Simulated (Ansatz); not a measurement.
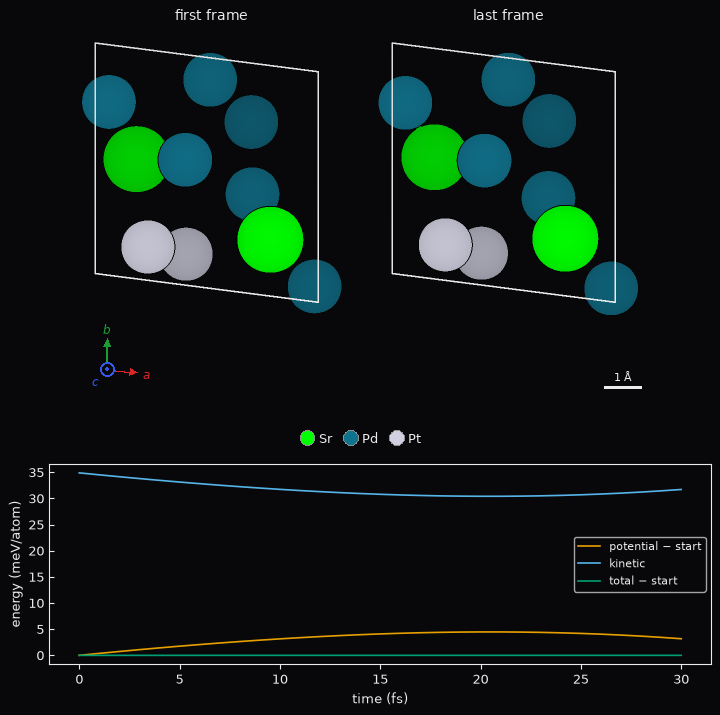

Molecular dynamics of an amorphous cell of composition SrPd₃Pt (10 atoms in the cell), 30 fs long. The picture is a spheres-only view of the simulation cell, seen along the c axis.

Theory: DFT, PAW plane waves, PBE in Ansatz 0.2.0. Set-up: plane-wave cutoff 420 eV; k-point mesh 3 × 3 × 3; cold smearing 0.15 eV; constant energy (NVE); velocities drawn for 300 K; time step 1 fs.

Input
```yaml
crystal:
  lattice:
    - [6.193246, -0.123625, -0.466471]
    - [-0.771226, 6.323645, -0.460974]
    - [0.771481, -0.113183, 5.22506]
  atoms:
    - { symbol: Sr, position: [0.785046, 0.244404, 0.774304] }
    - { symbol: Sr, position: [0.1852, 0.519137, 0.234699] }
    - { symbol: Pd, position: [0.404057, 0.543706, 0.719411] }
    - { symbol: Pd, position: [0.983391, 0.066662, 0.184125] }
    - { symbol: Pd, position: [0.699971, 0.744452, 0.022223] }
    - { symbol: Pd, position: [0.515522, 0.90447, 0.46593] }
    - { symbol: Pd, position: [0.061854, 0.751937, 0.729869] }
    - { symbol: Pd, position: [0.704912, 0.431999, 0.306337] }
    - { symbol: Pt, position: [0.407414, 0.134641, 0.127105] }
    - { symbol: Pt, position: [0.236162, 0.144564, 0.695093] }
kpoints:
  mp_grid: { grid: [3, 3, 3] }
magnetization:
  spin_polarized: false
scf:
  occupations: { method: cold, width: 0.15 }
hamiltonian:
  pseudopotentials: { kind: paw }
  xc: pbe
basis:
  ecutwfc: 420
md:
  timestep: 1.0
  n_steps: 30
  ensemble: nve
  temperature: 300.0
  initial_velocities: maxwell_boltzmann
  seed: 547844
```

Run as
```bash
ansatz run input.yaml --threads 2 --pin off --max-ram 2560MiB --backend cpu --events-out ev --progress --plain --runs-dir out
```

### How well is the energy conserved, and can the run be trusted?

The total energy stays between 0 and 0.0013 meV per atom of its start. A straight-line fit has a slope that amounts to +0.0015 meV per atom over 30 fs (under 0.1 % of the mean kinetic energy), and the ripple about it is under 0.1 % of the kinetic energy's fluctuation. With a drift under 2 % and a ripple under 7 %, the integration is accurate. The mean temperature in the second half is 265 K (standard deviation 3 K). The potential energy in the second half lies on average 4.1 meV per atom above the first frame.

Limits of the set-up: the k-point mesh is coarse for a cell with partly filled bands; the periodic images lie only 5.3 Å apart, so the values are limited by the cell's size.

The run took 4.2 min on 2 threads of Arm Neoverse V1, on a shared host, peak memory 0.76 GiB.
